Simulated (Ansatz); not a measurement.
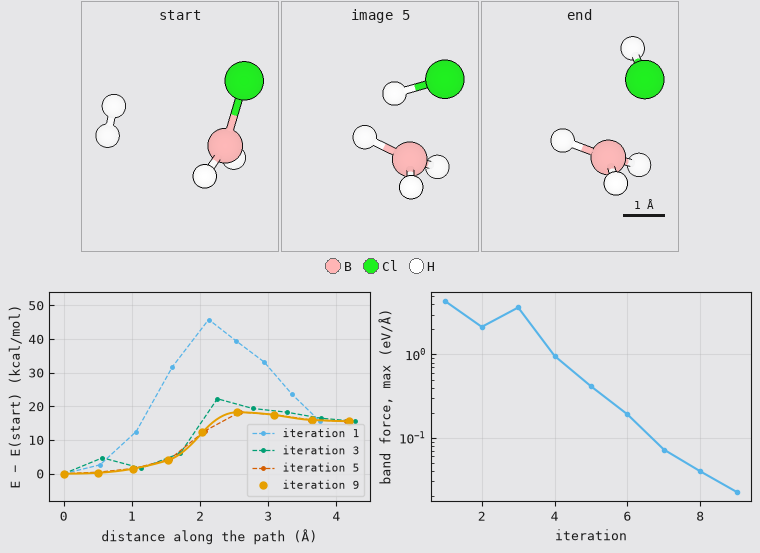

A search for the minimum-energy path of BH4Cl, made up of BH2Cl and H₂ by the nudged elastic band. Images are numbered from 0 (start) to 8 (end). The plot follows the band through its iterations. The picture is a ball-and-stick view, seen at a tilt.

Computed with RKS PBE/def2-SVP (Ansatz).

The input:
```yaml
crystal:
  periodic: [false, false, false]
  atoms:
    - { symbol: B, position_ang: [-0.012151, 0.503336, 0.189476] }
    - { symbol: Cl, position_ang: [-0.031299, 1.102734, 1.831598] }
    - { symbol: H, position_ang: [1.062133, 0.351971, -0.350357] }
    - { symbol: H, position_ang: [-1.074504, 0.27729, -0.347844] }
    - { symbol: H, position_ang: [0.105994, -2.551801, 0.395805] }
    - { symbol: H, position_ang: [0.067629, -2.354128, 1.137623] }
basis:
  gaussian: { orbitals: def2-SVP }
hamiltonian:
  xc: pbe
neb:
  order_check: false
  images: 7
  f_tol: 0.03
  max_iterations: 60
  final_atoms:
    - { symbol: B, position_ang: [0.11529716, -0.3095409, -0.24018296] }
    - { symbol: Cl, position_ang: [0.20894729, -0.20055628, 2.00764303] }
    - { symbol: H, position_ang: [0.93670531, 0.56909632, -0.43475423] }
    - { symbol: H, position_ang: [-1.06321884, -0.03913931, -0.38380251] }
    - { symbol: H, position_ang: [0.47140081, -1.46741782, -0.36812779] }
    - { symbol: H, position_ang: [-0.55132972, -1.22304001, 2.27552546] }
  initial_path:
    images:
      - { positions_ang: [[-0.012151, 0.503336, 0.189476], [-0.031299, 1.102734, 1.831598], [1.062133, 0.351971, -0.350357], [-1.074504, 0.27729, -0.347844], [0.105994, -2.551801, 0.395805], [0.067629, -2.354128, 1.137623]] }
      - { positions_ang: [[-0.00925471, 0.3816431, 0.14612461], [-0.02466684, 0.81156493, 1.9298664], [1.05436442, 0.2742375, -0.4068859], [-1.06335958, 0.21655866, -0.40604132], [0.09587338, -2.2667567, 0.40573565], [0.06484533, -2.08784551, 1.18750155]] }
      - { positions_ang: [[-0.00635841, 0.25995021, 0.10277323], [-0.01803468, 0.52039587, 2.0281348], [1.04659583, 0.196504, -0.46341479], [-1.05221517, 0.15582733, -0.46423864], [0.08575277, -1.9817124, 0.4156663], [0.06206166, -1.82156301, 1.2373801]] }
      - { positions_ang: [[-0.00346212, 0.13825731, 0.05942184], [-0.01140252, 0.2292268, 2.1264032], [1.03882725, 0.11877051, -0.51994369], [-1.04107075, 0.09509599, -0.52243596], [0.07563215, -1.6966681, 0.42559694], [0.059278, -1.55528052, 1.28725866]] }
      - { positions_ang: [[-0.00056583, 0.01656442, 0.01607046], [-0.00477036, -0.06194226, 2.2246716], [1.03105866, 0.04103701, -0.57647258], [-1.02992634, 0.03436465, -0.58063328], [0.06551153, -1.4116238, 0.43552759], [0.05649433, -1.28899802, 1.33713721]] }
      - { positions_ang: [[0.02839992, -0.06496191, -0.0479929], [0.04865905, -0.09659577, 2.17041446], [1.00747033, 0.17305184, -0.54104299], [-1.03824946, 0.01598866, -0.53142558], [0.16698385, -1.4255723, 0.23461375], [-0.09546168, -1.27250852, 1.57173427]] }
      - { positions_ang: [[0.05736566, -0.14648824, -0.11205625], [0.10208846, -0.13124927, 2.11615731], [0.98388199, 0.30506667, -0.50561341], [-1.04657259, -0.00238733, -0.48221789], [0.26845617, -1.43952081, 0.0336999], [-0.2474177, -1.25601902, 1.80633133]] }
      - { positions_ang: [[0.08633141, -0.22801457, -0.1761196], [0.15551787, -0.16590278, 2.06190017], [0.96029365, 0.43708149, -0.47018382], [-1.05489571, -0.02076332, -0.4330102], [0.36992849, -1.45346931, -0.16721395], [-0.39937371, -1.23952951, 2.0409284]] }
      - { positions_ang: [[0.11529716, -0.3095409, -0.24018296], [0.20894729, -0.20055628, 2.00764303], [0.93670531, 0.56909632, -0.43475423], [-1.06321884, -0.03913931, -0.38380251], [0.47140081, -1.46741782, -0.36812779], [-0.55132972, -1.22304001, 2.27552546]] }
```

Launched with:
```bash
ansatz run input.yaml --threads 1 --pin off --max-ram 2048MiB --backend cpu --events-out ev --progress --plain --runs-dir out
```

How did the profile develop, and is the result final?

Answer. The result is final at these settings. The band converged in 9 iterations. The largest component of the band force went from 4.3 to 0.022 eV/Å. The climbing image converged on the top of the path. Its vibrational analysis gives one imaginary mode (216i cm⁻¹), as a transition state must have. The first iteration put the highest image at 45.8 kcal/mol. The highest point, image 5, lies 18.3 kcal/mol above the start and 2.7 kcal/mol above the end; the end is at +15.6 kcal/mol relative to the start.

Limits of the set-up: the start holds two separate molecules, 3.0 Å apart at their closest, whose relative position is a soft coordinate and is computed without a dispersion correction.

The run took 50 s on 1 thread of Arm Neoverse V2, with other jobs on the host, peak memory 0.095 GiB.
